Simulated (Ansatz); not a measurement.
C4H6GeS2 (SMILES [SH][GeH2][c]1cccs1)

Input file:

```
basis:
  gaussian:
    orbitals: def2-SVPD
crystal:
  periodic: [false, false, false]
  atoms:
    - {symbol: C, position_ang: [-0.177787, -0.633391, 0.723287]}
    - {symbol: C, position_ang: [0.859285, -1.267322, 1.372547]}
    - {symbol: C, position_ang: [1.771293, -1.901643, 0.485378]}
    - {symbol: C, position_ang: [1.417083, -1.742126, -0.829807]}
    - {symbol: Ge, position_ang: [-1.642310, 0.328724, 1.540503]}
    - {symbol: S, position_ang: [-0.995076, 0.964600, 3.576548]}
    - {symbol: S, position_ang: [-0.019469, -0.818839, -0.984849]}
    - {symbol: H, position_ang: [0.046734, 1.695039, 3.121383]}
    - {symbol: H, position_ang: [-2.029689, 1.534030, 0.665270]}
    - {symbol: H, position_ang: [-2.867069, -0.564877, 1.790323]}
    - {symbol: H, position_ang: [0.957038, -1.263914, 2.460076]}
    - {symbol: H, position_ang: [2.657053, -2.451954, 0.806000]}
    - {symbol: H, position_ang: [1.929784, -2.116733, -1.715314]}
hamiltonian:
  xc: pbe0
output: {forces: true, orbitals: {seedname: orbitals}}
```

Command:

```sh
ansatz run input.yaml --threads 4 --pin off --max-ram 7830MiB --events-out events.jsonl --progress --plain --runs-dir runs
```

Geometry: PBE0-D3(BJ)/def2-SVP.

These are results of Ansatz, isolated molecule in a Gaussian basis; Kohn-Sham density functional theory, functional PBE0, not measurements.

What can the converged electron density and electron localisation function tell about the bonding?

Answer. C–C (1.37 Å): the density is about 2.1 e/Å³ at the midpoint; the ELF peaks at about 0.95 between the atoms: a covalent bond.
C–S (1.71 Å): the density is about 1.5 e/Å³ at the midpoint; the ELF peaks at about 0.90 between the atoms: localised, covalent bonding.
C–Ge (1.93 Å): the density is about 0.9 e/Å³ at the midpoint; the ELF peaks at about 0.95 in the valence shell of C, 0.7 Å from its nucleus, and is about 0.70 at the midpoint.
C–H (1.09 Å): the density is about 2 e/Å³ at the midpoint; the ELF climbs to about 1 towards the hydrogen, as it does in any bond to H: a covalent bond by its length.

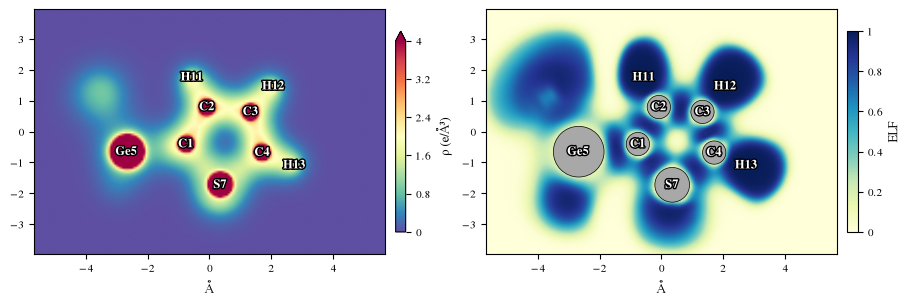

Computed electron density and electron localisation function on the plane of atoms C3, C4 and S7, in this order. Grey discs cover the atomic cores in the ELF map. 
